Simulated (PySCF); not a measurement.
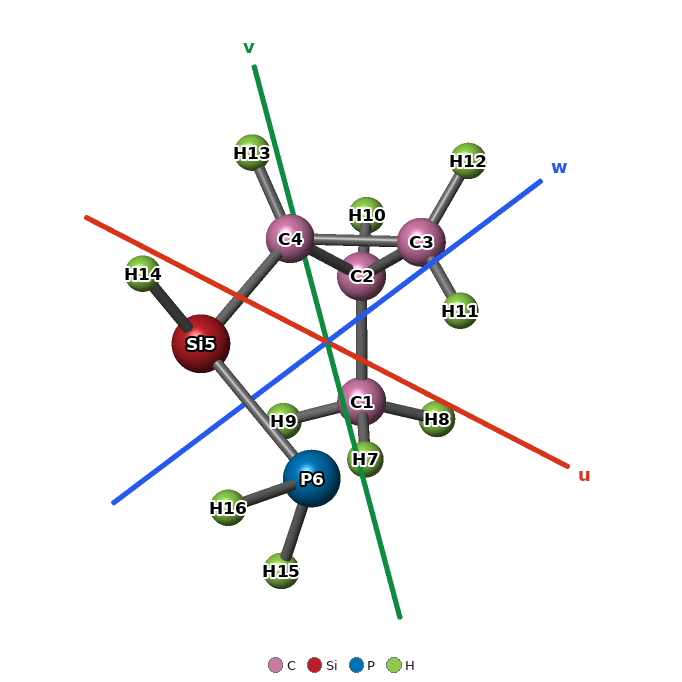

The lines u, v and w are the principal axes of the g tensor. Charge 0, doublet. The computed structure is the end point of a GFN2-xTB optimisation. No frequency run is at hand to confirm it as a minimum. Properties computed with UKS B3LYP, pcH-1 on C H P Si, non-relativistic, mean-field spin-orbit, GIAO (PySCF 2.14.0).

Along which axis does g lie farthest from the free-electron value?

Answer. Along u: the shift is 3362 ppm.

Give the principal values and shifts.

```json
{"axis": "u", "g": "2.00568", "shift (ppm)": "3362"}
{"axis": "v", "g": "2.00399", "shift (ppm)": "1674"}
{"axis": "w", "g": "2.00206", "shift (ppm)": "−264"}
```

The geometry is semi-empirical. Around P, Si such bond lengths and angles can be off by a tenth of an ångström or more and by several degrees, and values that hang on the shape move with them.
